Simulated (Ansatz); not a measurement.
# SiNH3F− (SMILES N[SiH-]F): levels of theory compared

We compute a comparison of 6 runs (HF/STO-3G, UHF/STO-3G, UB3LYP/STO-3G, UPBE/STO-3G, revPBE/STO-3G, MP2/STO-3G) of SiNH3F−. 

Program for the calculation: Ansatz 0.2.0.

2 further runs of the same task are left out: 2 that didn't finish.

## Step 1: The system as given

SiNH3F−: 6 atoms, total charge -1, spin state singlet. SMILES: `N[SiH-]F`. The H4–N1 distance was set to 1.268 Å, away from the relaxed value.

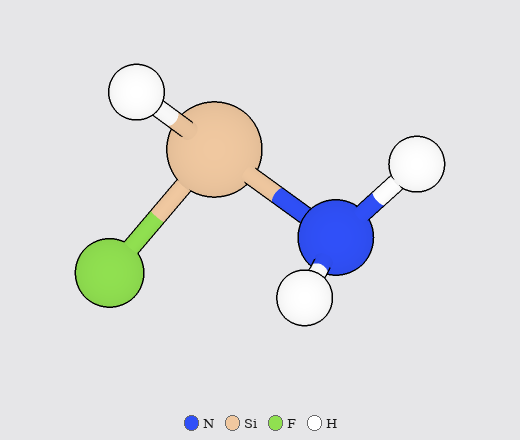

Viewed from a chosen angle; nitrogen blue, silicon light orange, fluorine green, hydrogen white.

## Step 2: A single-point energy at HF/STO-3G (run 1)

Contents of molecule.yaml:

```yaml
crystal:
  periodic: [false, false, false]
  atoms:
    - symbol: N
      position_ang: [-0.527466, -0.109816, -0.702064]
    - symbol: Si
      position_ang: [0.160404, -0.746566, 0.818326]
    - symbol: F
      position_ang: [1.522574, -1.536706, 0.129666]
    - symbol: H
      position_ang: [-1.421390, 0.759670, -0.473570]
    - symbol: H
      position_ang: [0.146734, 0.313594, -1.342074]
    - symbol: H
      position_ang: [1.013174, 0.450244, 1.341196]
basis:
  gaussian:
    orbitals: STO-3G
total_charge: -1
accuracy: high
hamiltonian:
  xc: hf
```

The run is started by

```sh
$ ansatz run molecule.yaml --threads 1 --pin off --max-ram 2610MiB --events-out events.jsonl --progress --plain --runs-dir runs
```

Log:

```text
Warning: RAYON_NUM_THREADS=1 ignored (pool sized by the plan → 1); use --threads N
Functional definition: HF
  name "HF"
  exchange = exact_x
  correlation = 0
408 factors; integrals over basis functions are off by at most 4.1e-8 eV
mean field evaluation 1: about -11942.2944 eV, gradient 1.1e1 eV
mean field evaluation 2: about -11942.3899 eV, gradient 1.1e1 eV
mean field evaluation 4: about -11943.1454 eV, gradient 9.1e-1 eV
mean field evaluation 8: about -11943.1515 eV, gradient 2.1e-2 eV
mean field -11943.15152524 eV, -438.9027231939 hartree, gradient 3.0e-8 eV, S^2 0.000000; 0 other end points of the search recorded, 0 dependent functions left out
reference -11943.15152524 eV, -438.9027231939 hartree; 17, 17 occupied and 5, 5 virtual orbitals, 408 factors
Total energy: -11943.15152524 eV, -438.9027231939 hartree
```

It took 0.14 s on 1 thread of Arm Neoverse V1, shared host.

## Step 3: A single-point energy at UHF/STO-3G (run 2)

molecule.yaml: that of step 2 with these lines changed.

```diff
@@ -3,3 +3,3 @@
   atoms:
-    - symbol: N
+    - symbol: "N"
       position_ang: [-0.527466, -0.109816, -0.702064]
@@ -19,4 +19,6 @@
 total_charge: -1
-accuracy: high
+magnetization:
+  spin_polarized: true
 hamiltonian:
   xc: hf
+accuracy: high
```

The run is started by

```sh
$ ansatz run molecule.yaml --threads 1 --pin off --max-ram 2610MiB --events-out events.jsonl --progress --plain --runs-dir runs
```

Log:

```text
Warning: RAYON_NUM_THREADS=1 ignored (pool sized by the plan → 1); use --threads N
[... 4 set-up lines as earlier in the session ...]
408 factors; integrals over basis functions are off by at most 4.1e-8 eV
mean field evaluation 1: about -11942.2944 eV, gradient 7.9e0 eV
mean field evaluation 2: about -11942.3899 eV, gradient 8.0e0 eV
mean field evaluation 4: about -11943.1454 eV, gradient 6.5e-1 eV
mean field evaluation 8: about -11943.1515 eV, gradient 2.7e-6 eV
mean field -11943.15152524 eV, -438.9027231939 hartree, gradient 2.0e-8 eV, S^2 0.000000; 0 other end points of the search recorded, 0 dependent functions left out
reference -11943.15152524 eV, -438.9027231939 hartree; 17, 17 occupied and 5, 5 virtual orbitals, 408 factors
Total energy: -11943.15152524 eV, -438.9027231939 hartree
```

Wall time 0.18 s (1 thread of Arm Neoverse V1, shared host).

## Step 4: The energy at UB3LYP/STO-3G (run 3)

Contents of job.yaml:

```yaml
crystal:
  periodic: [false, false, false]
  atoms:
    - {symbol: N, position_ang: [-0.527466, -0.109816, -0.702064]}
    - {symbol: Si, position_ang: [0.160404, -0.746566, 0.818326]}
    - {symbol: F, position_ang: [1.522574, -1.536706, 0.129666]}
    - {symbol: H, position_ang: [-1.421390, 0.759670, -0.473570]}
    - {symbol: H, position_ang: [0.146734, 0.313594, -1.342074]}
    - {symbol: H, position_ang: [1.013174, 0.450244, 1.341196]}
basis:
  gaussian:
    orbitals: STO-3G
total_charge: -1
magnetization:
  spin_polarized: true
  initial_magnetization: 0
hamiltonian:
  xc: {name: B3LYP}
accuracy: high
```

The run is started by

```sh
$ ansatz run job.yaml --threads 1 --pin off --max-ram 2610MiB --events-out events.jsonl --progress --plain --runs-dir runs
```

Log:

```text
Warning: RAYON_NUM_THREADS=1 ignored (pool sized by the plan → 1); use --threads N
Functional definition: B3LYP
  name "B3LYP"
  parameter a0 = 0.2
  parameter ax = 0.72
  parameter ac = 0.81
  exchange = (1 - a0 - ax)*slater_x + ax*b88_x + a0*exact_x
  correlation = (1 - ac)*vwn_rpa_c + ac*lyp_c
408 factors; integrals over basis functions are off by at most 4.1e-8 eV
mean field evaluation 1: about -11976.4383 eV, gradient 7.9e0 eV
mean field evaluation 2: about -11976.8390 eV, gradient 4.5e0 eV
mean field evaluation 4: about -11977.0408 eV, gradient 2.6e-1 eV
mean field evaluation 8: about -11977.0159 eV, gradient 2.1e-3 eV
mean field evaluation 16: about -11977.0159 eV, gradient 4.2e-8 eV
mean field -11977.01589132 eV, -440.1472156932 hartree, gradient 4.2e-8 eV, S^2 0.000000; 0 other end points of the search recorded, 0 dependent functions left out
reference -11977.01591817 eV, -440.1472166797 hartree; 17, 17 occupied and 5, 5 virtual orbitals, 408 factors
Total energy: -11977.01591817 eV, -440.1472166797 hartree
```

It took 2.4 s on 1 thread of Arm Neoverse V1, shared host; peak memory 0.14 GiB.

Runs 4 to 5 aren't shown in full; the table further down has their settings and results.

## Step 5: A single-point energy at MP2/STO-3G (run 6)

Contents of molecule.yaml:

```yaml
crystal:
  periodic: [false, false, false]
  atoms:
    - {symbol: N, position_ang: [-0.527466, -0.109816, -0.702064]}
    - {symbol: Si, position_ang: [0.160404, -0.746566, 0.818326]}
    - {symbol: F, position_ang: [1.522574, -1.536706, 0.129666]}
    - {symbol: H, position_ang: [-1.421390, 0.759670, -0.473570]}
    - {symbol: H, position_ang: [0.146734, 0.313594, -1.342074]}
    - {symbol: H, position_ang: [1.013174, 0.450244, 1.341196]}
basis:
  gaussian: {orbitals: STO-3G}
total_charge: -1
correlation: {method: mp2, frozen_orbitals: {F: 1, H: 0, "N": 1, Si: 5}}
accuracy: high
```

The run is started by

```sh
$ ansatz run molecule.yaml --threads 1 --pin off --max-ram 2610MiB --events-out events.jsonl --progress --plain --runs-dir runs
```

Log:

```text
Warning: RAYON_NUM_THREADS=1 ignored (pool sized by the plan → 1); use --threads N
[... 4 set-up lines as earlier in the session ...]
408 factors; integrals over basis functions are off by at most 4.1e-8 eV
mean field evaluation 1: about -11942.2944 eV, gradient 1.1e1 eV
mean field evaluation 2: about -11942.3899 eV, gradient 1.1e1 eV
mean field evaluation 4: about -11943.1454 eV, gradient 9.1e-1 eV
mean field evaluation 8: about -11943.1515 eV, gradient 2.1e-2 eV
mean field -11943.15152524 eV, -438.9027231939 hartree, gradient 3.0e-8 eV, S^2 0.000000; 0 other end points of the search recorded, 0 dependent functions left out
7 core orbitals not correlated: weight in the atoms' cores, before any rotation towards them, 1.000 or more for the frozen orbitals, at most 0.000 for the correlated occupied ones
reference -11943.15152524 eV, -438.9027231939 hartree; 10, 10 occupied and 5, 5 virtual orbitals, 408 factors
second order -2.56129785 eV of doubles, -0.00000000 eV of singles
Total energy: -11945.71282310 eV, -438.9968491538 hartree
```

It took 0.16 s on 1 thread of Arm Neoverse V1, shared host.

## Step 6: The series

```csv
run,level,frozen core orbitals,energy (Eh),wall time
1,HF/STO-3G,–,-438.902723,0.14 s
2,UHF/STO-3G,–,-438.902723,0.18 s
3,UB3LYP/STO-3G,–,-440.147217,2.4 s
4,UPBE/STO-3G,–,-439.816456,2.2 s
5,revPBE/STO-3G,–,-440.043596,1.5 s
6,MP2/STO-3G,7,-438.996849,0.16 s
```

## Step 7: What came out

```
                                          quantity          value
                               run 6: total energy  -438.99685 Eh
run 6: correlation energy (7 core orbitals frozen)      -94.1 mEh
```

In words: Totals of different functionals can't be ranked against each other. In runs 1, 2, 3, 4, 5, 6 the basis is minimal, so the values are rough. All runs together took 6.6 s, the longest 2.4 s.
